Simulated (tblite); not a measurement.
C3H8FSi: geometry relaxation (part 2 of 2)

C3H8FSi, multiplicity 2; GFN2-xTB geometry optimisation, gas phase (tblite 0.8.0). It belongs to a series of runs on one base structure; here: H added to sp2 C.

Geometry of the input (Å):
```
C  1.7400  0.4415  0.3303
C  0.8566  -0.3794  -0.5643
C  -0.4490  -0.7921  0.0536
Si -1.8218  0.4390  -0.2821
F  -1.4295  1.9916  0.2268
H  2.7708  0.0321  0.3021
H  1.4245  0.5196  1.3748
H  1.8524  1.4945  -0.0681
H  1.4022  -1.3484  -0.7982
H  -0.3914  -1.0226  1.1185
H  -0.7568  -1.7301  -0.4642
H  -2.1754  0.4003  -1.7042
H  -3.0269  -0.0455  0.4572
```

**Trajectory as extended XYZ, continued**
```
13
Properties=species:S:1:pos:R:3:forces:R:3 step=37 energy=-461.26957
C     1.6972    0.4418    0.3509   -0.0080   0.0080  -0.0130
C     0.8585   -0.5549   -0.3486   -0.0010  -0.0230  -0.0080
C    -0.4457   -0.9735    0.1747   -0.0130   0.0010   0.0090
Si   -1.7643    0.3421   -0.3170    0.0060   0.0070  -0.0010
F    -1.1913    1.7541    0.2097   -0.0170   0.0070   0.0040
H     2.7453    0.1331    0.3658   -0.0080  -0.0020   0.0090
H     1.3518    0.5853    1.3723    0.0310  -0.0080   0.0160
H     1.6633    1.4155   -0.1504    0.0190   0.0180  -0.0060
H     1.1382   -0.8533   -1.3449    0.0080   0.0130  -0.0080
H    -0.4255   -1.0314    1.2646    0.0080  -0.0210   0.0140
H    -0.7351   -1.9482   -0.2167   -0.0110   0.0120   0.0070
H    -1.8632    0.4955   -1.7581   -0.0050  -0.0110  -0.0150
H    -3.0337    0.1943    0.3800   -0.0090  -0.0030  -0.0090
13
Properties=species:S:1:pos:R:3:forces:R:3 step=39 energy=-461.26986
C     1.6965    0.4424    0.3496    0.0110   0.0120   0.0050
C     0.8570   -0.5533   -0.3496    0.0150  -0.0180  -0.0240
C    -0.4457   -0.9728    0.1762   -0.0140  -0.0010   0.0000
Si   -1.7634    0.3420   -0.3167   -0.0250   0.0200   0.0000
F    -1.1940    1.7552    0.2112   -0.0150   0.0020  -0.0030
H     2.7436    0.1316    0.3659    0.0120  -0.0050  -0.0070
H     1.3544    0.5834    1.3720    0.0090   0.0050   0.0250
H     1.6658    1.4176   -0.1495    0.0110   0.0070  -0.0050
H     1.1393   -0.8533   -1.3449   -0.0060   0.0120   0.0000
H    -0.4234   -1.0337    1.2655    0.0050  -0.0110   0.0210
H    -0.7364   -1.9459   -0.2164   -0.0120  -0.0100   0.0000
H    -1.8628    0.4920   -1.7591    0.0010  -0.0090   0.0040
H    -3.0353    0.1954    0.3783    0.0080  -0.0040  -0.0170
13
Properties=species:S:1:pos:R:3:forces:R:3 step=41 energy=-461.27004
C     1.6968    0.4431    0.3492    0.0130  -0.0060   0.0100
C     0.8570   -0.5533   -0.3501    0.0060   0.0030   0.0020
C    -0.4460   -0.9725    0.1772    0.0010   0.0010  -0.0040
Si   -1.7636    0.3430   -0.3168   -0.0120   0.0020   0.0010
F    -1.1978    1.7569    0.2123   -0.0090   0.0050  -0.0060
H     2.7433    0.1301    0.3655    0.0150   0.0010  -0.0140
H     1.3572    0.5825    1.3733    0.0010   0.0110   0.0030
H     1.6677    1.4190   -0.1498    0.0060  -0.0120   0.0070
H     1.1401   -0.8525   -1.3456   -0.0150   0.0100   0.0040
H    -0.4221   -1.0361    1.2670    0.0020   0.0000  -0.0030
H    -0.7376   -1.9453   -0.2162   -0.0100  -0.0050   0.0000
H    -1.8632    0.4893   -1.7598    0.0050  -0.0050   0.0080
H    -3.0359    0.1963    0.3761   -0.0040  -0.0070  -0.0100
13
Properties=species:S:1:pos:R:3:forces:R:3 step=43 energy=-461.27017
C     1.6980    0.4430    0.3499    0.0050  -0.0150   0.0010
C     0.8575   -0.5535   -0.3500   -0.0090   0.0080   0.0190
C    -0.4462   -0.9725    0.1777    0.0060   0.0020  -0.0010
Si   -1.7646    0.3436   -0.3168    0.0160  -0.0150   0.0050
F    -1.2008    1.7581    0.2124   -0.0050   0.0070  -0.0060
H     2.7445    0.1294    0.3643    0.0100   0.0030  -0.0060
H     1.3589    0.5830    1.3744    0.0070   0.0050  -0.0100
H     1.6691    1.4188   -0.1495    0.0040  -0.0140   0.0090
H     1.1391   -0.8505   -1.3465   -0.0140   0.0110   0.0070
H    -0.4214   -1.0375    1.2679   -0.0010   0.0060  -0.0190
H    -0.7390   -1.9456   -0.2158   -0.0010   0.0120   0.0020
H    -1.8628    0.4875   -1.7597    0.0050  -0.0010  -0.0010
H    -3.0368    0.1966    0.3739   -0.0220  -0.0100   0.0010
13
Properties=species:S:1:pos:R:3:forces:R:3 step=45 energy=-461.27040
C     1.7005    0.4418    0.3510   -0.0020  -0.0080  -0.0090
C     0.8572   -0.5526   -0.3489   -0.0120   0.0030   0.0120
C    -0.4464   -0.9723    0.1789    0.0020   0.0030   0.0060
Si   -1.7654    0.3436   -0.3161    0.0230  -0.0180   0.0080
F    -1.2059    1.7603    0.2119   -0.0030   0.0020  -0.0070
H     2.7472    0.1283    0.3613    0.0010  -0.0060   0.0070
H     1.3629    0.5842    1.3757    0.0140  -0.0110  -0.0080
H     1.6726    1.4175   -0.1478   -0.0020  -0.0020  -0.0020
H     1.1351   -0.8450   -1.3479   -0.0100   0.0090   0.0070
H    -0.4195   -1.0399    1.2687   -0.0080   0.0150  -0.0100
H    -0.7424   -1.9449   -0.2143    0.0160   0.0220  -0.0040
H    -1.8601    0.4834   -1.7593    0.0050   0.0030  -0.0090
H    -3.0402    0.1961    0.3692   -0.0230  -0.0110   0.0070
13
Properties=species:S:1:pos:R:3:forces:R:3 step=47 energy=-461.27055
C     1.7019    0.4407    0.3512    0.0040   0.0050  -0.0050
C     0.8561   -0.5515   -0.3478    0.0040  -0.0020  -0.0080
C    -0.4466   -0.9719    0.1803   -0.0010   0.0070   0.0070
Si   -1.7650    0.3428   -0.3153   -0.0120   0.0000   0.0000
F    -1.2085    1.7615    0.2111   -0.0040  -0.0070  -0.0060
H     2.7487    0.1272    0.3598   -0.0030  -0.0140   0.0070
H     1.3664    0.5842    1.3760    0.0110  -0.0150   0.0040
H     1.6747    1.4167   -0.1468   -0.0040   0.0050  -0.0090
H     1.1313   -0.8404   -1.3485   -0.0080   0.0050   0.0010
H    -0.4185   -1.0408    1.2690   -0.0110   0.0150   0.0170
H    -0.7438   -1.9435   -0.2134    0.0180   0.0070  -0.0110
H    -1.8577    0.4807   -1.7594    0.0060   0.0030   0.0010
H    -3.0433    0.1948    0.3660    0.0010  -0.0080   0.0000
13
Properties=species:S:1:pos:R:3:forces:R:3 step=49 energy=-461.27074
C     1.7038    0.4398    0.3511    0.0080   0.0100   0.0060
C     0.8552   -0.5506   -0.3463    0.0150   0.0020  -0.0150
C    -0.4468   -0.9709    0.1825   -0.0010   0.0100   0.0040
Si   -1.7651    0.3417   -0.3145   -0.0420   0.0150  -0.0140
F    -1.2119    1.7627    0.2095   -0.0050  -0.0110  -0.0020
H     2.7502    0.1245    0.3589   -0.0030  -0.0110  -0.0040
H     1.3715    0.5826    1.3769    0.0020  -0.0090   0.0100
H     1.6762    1.4157   -0.1471    0.0020   0.0030  -0.0020
H     1.1259   -0.8343   -1.3494   -0.0050  -0.0030  -0.0100
H    -0.4191   -1.0399    1.2709   -0.0080   0.0090   0.0280
H    -0.7429   -1.9415   -0.2133    0.0100  -0.0110  -0.0050
H    -1.8548    0.4785   -1.7594    0.0050   0.0010   0.0100
H    -3.0466    0.1922    0.3626    0.0210  -0.0050  -0.0060
13
Properties=species:S:1:pos:R:3:forces:R:3 step=51 energy=-461.27095
C     1.7072    0.4388    0.3514    0.0020   0.0000   0.0080
C     0.8551   -0.5495   -0.3449    0.0000   0.0100   0.0010
C    -0.4468   -0.9690    0.1854    0.0000   0.0070  -0.0010
Si   -1.7676    0.3410   -0.3142   -0.0190   0.0070  -0.0160
F    -1.2183    1.7639    0.2076   -0.0030  -0.0050   0.0050
H     2.7525    0.1202    0.3571   -0.0010  -0.0010  -0.0110
H     1.3784    0.5802    1.3786   -0.0030  -0.0020   0.0050
H     1.6788    1.4147   -0.1472    0.0120   0.0000   0.0090
H     1.1194   -0.8272   -1.3512    0.0010  -0.0080  -0.0150
H    -0.4203   -1.0382    1.2743   -0.0020   0.0040   0.0030
H    -0.7411   -1.9391   -0.2136    0.0030  -0.0090   0.0140
H    -1.8510    0.4755   -1.7592   -0.0010   0.0020  -0.0030
H    -3.0505    0.1892    0.3581    0.0110  -0.0060   0.0010
13
Properties=species:S:1:pos:R:3:forces:R:3 step=52 energy=-461.27099
C     1.7080    0.4387    0.3517   -0.0010  -0.0040   0.0040
C     0.8552   -0.5491   -0.3448   -0.0080   0.0100   0.0050
C    -0.4468   -0.9684    0.1858   -0.0010   0.0040  -0.0020
Si   -1.7688    0.3410   -0.3145   -0.0010   0.0000  -0.0100
F    -1.2201    1.7641    0.2074   -0.0020  -0.0020   0.0060
H     2.7531    0.1192    0.3563    0.0010   0.0000  -0.0090
H     1.3797    0.5797    1.3791   -0.0010  -0.0020   0.0030
H     1.6798    1.4146   -0.1468    0.0120   0.0000   0.0100
H     1.1184   -0.8263   -1.3516    0.0020  -0.0060  -0.0120
H    -0.4204   -1.0378    1.2750   -0.0020   0.0060  -0.0070
H    -0.7408   -1.9387   -0.2136    0.0030  -0.0040   0.0180
H    -1.8503    0.4747   -1.7592   -0.0030   0.0030  -0.0110
H    -3.0513    0.1887    0.3574    0.0010  -0.0070   0.0050
13
Properties=species:S:1:pos:R:3:forces:R:3 step=54 energy=-461.27110
C     1.7097    0.4382    0.3522   -0.0030  -0.0070  -0.0050
C     0.8548   -0.5471   -0.3453   -0.0160   0.0050   0.0050
C    -0.4470   -0.9663    0.1863   -0.0050  -0.0050  -0.0020
Si   -1.7715    0.3411   -0.3156    0.0300  -0.0120   0.0040
F    -1.2241    1.7642    0.2074   -0.0030   0.0020   0.0040
H     2.7542    0.1172    0.3541    0.0030  -0.0020  -0.0010
H     1.3823    0.5783    1.3802    0.0030  -0.0050  -0.0020
H     1.6832    1.4148   -0.1447    0.0070   0.0050   0.0090
H     1.1170   -0.8261   -1.3522    0.0030   0.0020   0.0000
H    -0.4206   -1.0363    1.2757   -0.0010   0.0140  -0.0160
H    -0.7401   -1.9374   -0.2124    0.0030   0.0020   0.0180
H    -1.8495    0.4732   -1.7601   -0.0080   0.0070  -0.0220
H    -3.0527    0.1867    0.3565   -0.0120  -0.0070   0.0080
13
Properties=species:S:1:pos:R:3:forces:R:3 step=56 energy=-461.27130
C     1.7132    0.4368    0.3531    0.0010  -0.0020  -0.0120
C     0.8525   -0.5420   -0.3460   -0.0060  -0.0050  -0.0090
C    -0.4481   -0.9619    0.1875   -0.0040  -0.0150  -0.0020
Si   -1.7751    0.3409   -0.3179    0.0280  -0.0140   0.0100
F    -1.2323    1.7650    0.2074   -0.0060   0.0000   0.0000
H     2.7565    0.1120    0.3494    0.0030  -0.0090   0.0080
H     1.3889    0.5741    1.3826    0.0080  -0.0050  -0.0090
H     1.6909    1.4153   -0.1401   -0.0030   0.0110   0.0090
H     1.1133   -0.8245   -1.3529    0.0040   0.0150   0.0160
H    -0.4216   -1.0316    1.2766    0.0030   0.0240  -0.0050
H    -0.7379   -1.9346   -0.2087   -0.0090  -0.0080   0.0070
H    -1.8489    0.4709   -1.7632   -0.0130   0.0090  -0.0100
H    -3.0559    0.1800    0.3546   -0.0060  -0.0020  -0.0030
13
Properties=species:S:1:pos:R:3:forces:R:3 step=58 energy=-461.27149
C     1.7163    0.4353    0.3533    0.0050   0.0030  -0.0060
C     0.8497   -0.5376   -0.3464    0.0120  -0.0070  -0.0160
C    -0.4492   -0.9594    0.1891    0.0050  -0.0100  -0.0020
Si   -1.7761    0.3400   -0.3199   -0.0120  -0.0030  -0.0050
F    -1.2391    1.7660    0.2070   -0.0070  -0.0090  -0.0040
H     2.7586    0.1065    0.3457   -0.0020  -0.0090   0.0060
H     1.3960    0.5700    1.3845    0.0060  -0.0030  -0.0080
H     1.6969    1.4158   -0.1361   -0.0050   0.0080   0.0100
H     1.1084   -0.8197   -1.3538    0.0050   0.0140   0.0120
H    -0.4232   -1.0255    1.2779    0.0090   0.0220   0.0110
H    -0.7357   -1.9338   -0.2039   -0.0190  -0.0190   0.0000
H    -1.8488    0.4699   -1.7666   -0.0100   0.0080   0.0180
H    -3.0583    0.1730    0.3515    0.0150   0.0060  -0.0170
13
Properties=species:S:1:pos:R:3:forces:R:3 step=60 energy=-461.27175
C     1.7203    0.4333    0.3533    0.0010   0.0020   0.0060
C     0.8468   -0.5332   -0.3471    0.0190  -0.0030  -0.0080
C    -0.4500   -0.9581    0.1914    0.0140   0.0070  -0.0010
Si   -1.7773    0.3379   -0.3229   -0.0350   0.0030  -0.0160
F    -1.2480    1.7658    0.2065   -0.0020  -0.0130  -0.0050
H     2.7611    0.0988    0.3415   -0.0080  -0.0020  -0.0020
H     1.4054    0.5646    1.3863   -0.0020  -0.0030   0.0020
H     1.7037    1.4171   -0.1302   -0.0030  -0.0050   0.0040
H     1.1016   -0.8098   -1.3565    0.0050   0.0030  -0.0040
H    -0.4242   -1.0155    1.2807    0.0150   0.0080   0.0090
H    -0.7344   -1.9357   -0.1961   -0.0140  -0.0070   0.0050
H    -1.8486    0.4696   -1.7701   -0.0060   0.0040   0.0310
H    -3.0607    0.1658    0.3456    0.0160   0.0080  -0.0200
13
Properties=species:S:1:pos:R:3:forces:R:3 step=62 energy=-461.27193
C     1.7235    0.4318    0.3535   -0.0050  -0.0030   0.0070
C     0.8460   -0.5306   -0.3480    0.0060  -0.0010  -0.0010
C    -0.4499   -0.9568    0.1927    0.0080   0.0120  -0.0010
Si   -1.7801    0.3359   -0.3255   -0.0030  -0.0030   0.0000
F    -1.2555    1.7644    0.2061    0.0040  -0.0040  -0.0020
H     2.7629    0.0934    0.3381   -0.0050   0.0020  -0.0030
H     1.4118    0.5608    1.3876   -0.0050  -0.0080   0.0100
H     1.7090    1.4181   -0.1250   -0.0040  -0.0120  -0.0060
H     1.0977   -0.8033   -1.3591    0.0040  -0.0020  -0.0070
H    -0.4235   -1.0079    1.2827    0.0150   0.0010  -0.0050
H    -0.7350   -1.9368   -0.1902    0.0020   0.0140   0.0110
H    -1.8483    0.4692   -1.7715   -0.0080   0.0030   0.0060
H    -3.0629    0.1623    0.3408   -0.0100   0.0000  -0.0090
13
Properties=species:S:1:pos:R:3:forces:R:3 step=64 energy=-461.27202
C     1.7248    0.4310    0.3541   -0.0020  -0.0050   0.0010
C     0.8464   -0.5296   -0.3486   -0.0030  -0.0030  -0.0030
C    -0.4493   -0.9548    0.1931   -0.0030   0.0030   0.0000
Si   -1.7825    0.3346   -0.3266    0.0180  -0.0020   0.0140
F    -1.2593    1.7633    0.2056    0.0060   0.0060   0.0010
H     2.7635    0.0912    0.3363    0.0030   0.0020   0.0020
H     1.4143    0.5584    1.3888   -0.0040  -0.0090   0.0060
H     1.7114    1.4179   -0.1228   -0.0070  -0.0070  -0.0060
H     1.0971   -0.8015   -1.3605    0.0040   0.0020   0.0000
H    -0.4217   -1.0046    1.2831    0.0120   0.0050  -0.0050
H    -0.7355   -1.9356   -0.1872    0.0090   0.0110   0.0070
H    -1.8487    0.4690   -1.7715   -0.0100   0.0020  -0.0150
H    -3.0650    0.1611    0.3384   -0.0220  -0.0050  -0.0030
13
Properties=species:S:1:pos:R:3:forces:R:3 step=66 energy=-461.27215
C     1.7270    0.4290    0.3552    0.0050  -0.0050  -0.0040
C     0.8463   -0.5275   -0.3497   -0.0060  -0.0030  -0.0020
C    -0.4485   -0.9514    0.1941   -0.0090  -0.0060   0.0040
Si   -1.7847    0.3329   -0.3279    0.0050   0.0100   0.0090
F    -1.2651    1.7626    0.2048    0.0060   0.0110   0.0040
H     2.7648    0.0870    0.3335    0.0110   0.0030   0.0070
H     1.4191    0.5531    1.3914   -0.0030  -0.0060  -0.0070
H     1.7148    1.4167   -0.1198   -0.0080   0.0010   0.0030
H     1.0950   -0.7970   -1.3626    0.0030   0.0010   0.0010
H    -0.4186   -0.9975    1.2838    0.0080   0.0070   0.0070
H    -0.7345   -1.9337   -0.1812    0.0060  -0.0050  -0.0040
H    -1.8507    0.4693   -1.7727   -0.0070  -0.0020  -0.0150
H    -3.0693    0.1570    0.3333   -0.0140  -0.0060  -0.0020
13
Properties=species:S:1:pos:R:3:forces:R:3 step=68 energy=-461.27223
C     1.7286    0.4274    0.3557    0.0050  -0.0030  -0.0040
C     0.8458   -0.5263   -0.3502    0.0000  -0.0010   0.0030
C    -0.4484   -0.9498    0.1949   -0.0010  -0.0020   0.0040
Si   -1.7854    0.3328   -0.3285   -0.0130   0.0110  -0.0050
F    -1.2681    1.7632    0.2046    0.0040   0.0050   0.0030
H     2.7661    0.0844    0.3323    0.0090   0.0050   0.0040
H     1.4221    0.5495    1.3925   -0.0030  -0.0020  -0.0100
H     1.7162    1.4158   -0.1181   -0.0030   0.0020   0.0080
H     1.0936   -0.7937   -1.3637    0.0010  -0.0040  -0.0070
H    -0.4168   -0.9926    1.2847    0.0040   0.0020   0.0090
H    -0.7332   -1.9334   -0.1775    0.0000  -0.0070  -0.0050
H    -1.8530    0.4698   -1.7741   -0.0010  -0.0040   0.0030
H    -3.0720    0.1535    0.3297    0.0000  -0.0020  -0.0040
13
Properties=species:S:1:pos:R:3:forces:R:3 step=70 energy=-461.27227
C     1.7296    0.4266    0.3555    0.0010   0.0000  -0.0010
C     0.8460   -0.5263   -0.3505    0.0030  -0.0010   0.0020
C    -0.4485   -0.9491    0.1951    0.0030   0.0030   0.0000
Si   -1.7865    0.3335   -0.3286   -0.0040   0.0010  -0.0040
F    -1.2691    1.7640    0.2047    0.0000   0.0000   0.0010
H     2.7673    0.0842    0.3323    0.0020   0.0040   0.0010
H     1.4226    0.5480    1.3922   -0.0010  -0.0020  -0.0030
H     1.7163    1.4156   -0.1169    0.0000   0.0020   0.0040
H     1.0943   -0.7940   -1.3638   -0.0030  -0.0050  -0.0070
H    -0.4153   -0.9907    1.2852   -0.0030  -0.0010   0.0000
H    -0.7329   -1.9332   -0.1770   -0.0020   0.0010   0.0010
H    -1.8546    0.4698   -1.7745    0.0010  -0.0030   0.0070
H    -3.0734    0.1522    0.3285    0.0030   0.0010  -0.0030
```

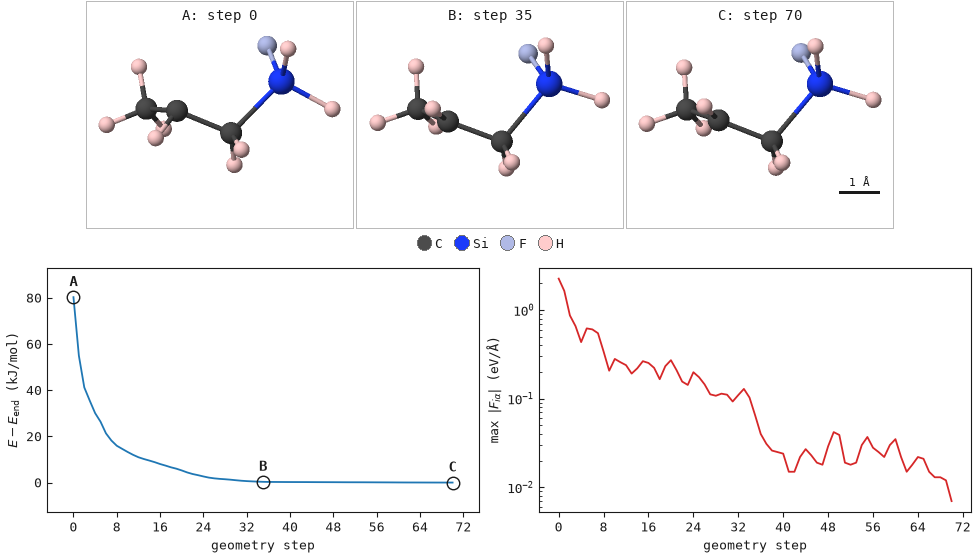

**Figure 1.** Frames of the relaxation (ball-and-stick view, seen at a tilt) above the curves, on which the letters mark them (steps are counted from 0).

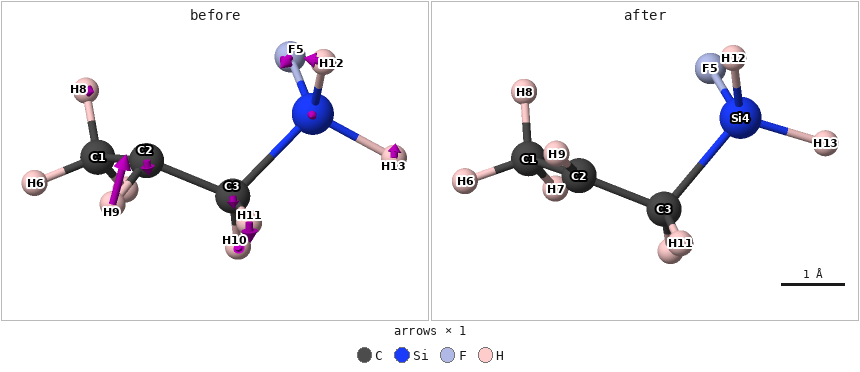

**Figure 2.** Before (left) and after (right) the relaxation, at one scale (ball-and-stick view, seen at a tilt). The pink arrows give the displacements, at true length. H9 moves most after the best rigid fit: 0.85 Å. By element the largest moves are H 0.85 Å, F 0.28 Å, C 0.26 Å, Si 0.12 Å. Distances before and after: Si4–F5 1.680 → 1.612 Å, C2–H9 1.136 → 1.077 Å, C3–Si4 1.874 → 1.926 Å, Si4–H13 1.495 → 1.456 Å. Among the angles that change: C3–C2–H9 105.5° → 118.8°, C1–C2–H9 107.8° → 118.1°, H12–Si4–H13 106.1° → 114.8°. After 70 geometry steps the energy has fallen by 80.3 kJ/mol. Largest force component: 2.3 eV/Å at the start, 0.007 eV/Å at the end. (Atoms are counted from 1 in the order of the input.)

**Key numbers**

- outcome: converged
- total energy: −461.2723 eV
- peak memory: 0.18 GiB
